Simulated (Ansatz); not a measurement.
K2MnZnC6N6

K2MnZnC6N6, 64 atoms, a = 10.47 Å, b = 10.47 Å, c = 10.47 Å, α = 90.00°, β = 90.00°, γ = 90.00°.

Space group Fm-3m; a structure generated by program, which may or may not match a known phase; spin-polarised.

Computed with DFT PBE, scalar-relativistic, plane waves, PAW (Ansatz 0.2.0).

Question: What can the converged valence pseudo-density, electron localisation function and spin density tell about the bonding?

Answer: C–N (1.18 Å): the density is about 3.4 e/Å³ at the midpoint; the ELF peaks at about 0.85 between the atoms.
Mn–C (1.92 Å): ρ at the midpoint is about 0.8 e/Å³; the ELF peaks at about 0.95 in the valence shell of C, 0.6 Å from its nucleus, and is about 0.30 at the midpoint.
Zn–N (2.14 Å): ρ at the midpoint is about 0.43 e/Å³; the ELF peaks at about 0.90 in the valence shell of N, 0.7 Å from its nucleus, and is about 0.20 at the midpoint: no localised pair shows between them.
K–N (3.73 Å): ρ at the midpoint is about 0.02 e/Å³; the ELF is about 0 at the midpoint; no localised pair shows between them.
The spin density sits on Mn: +0.8 μB (×4) in one cell of 64 atoms: parallel main moments, as they must be, since the calculation's own cell holds one magnetic site. The cell of the calculation (16 atoms) carries 1.0 μB of net spin moment.

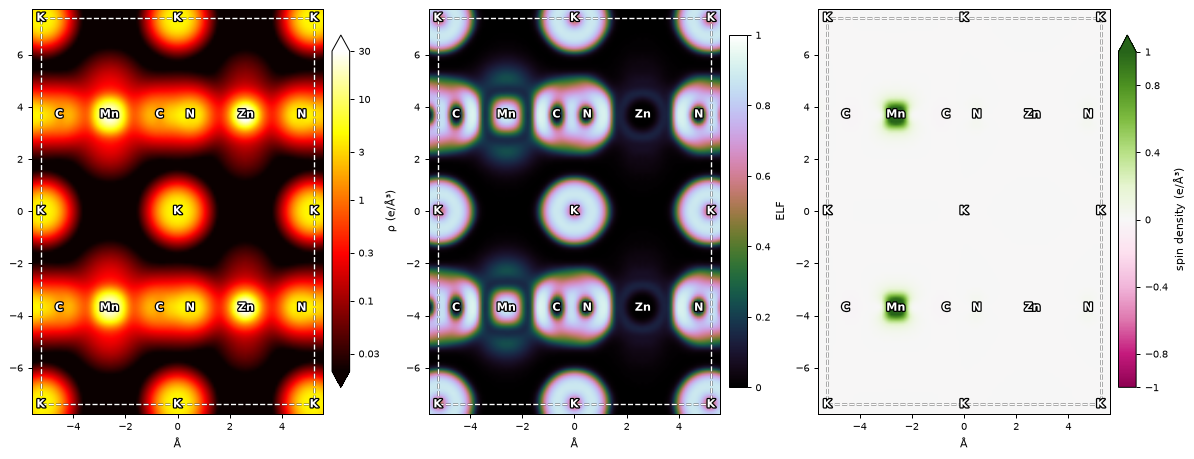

Computed valence pseudo-density, electron localisation function and spin density on the (101) plane of the conventional cell, in this order. 

The density is the valence pseudo-density of a PAW calculation; it isn't the true density close to the nuclei.
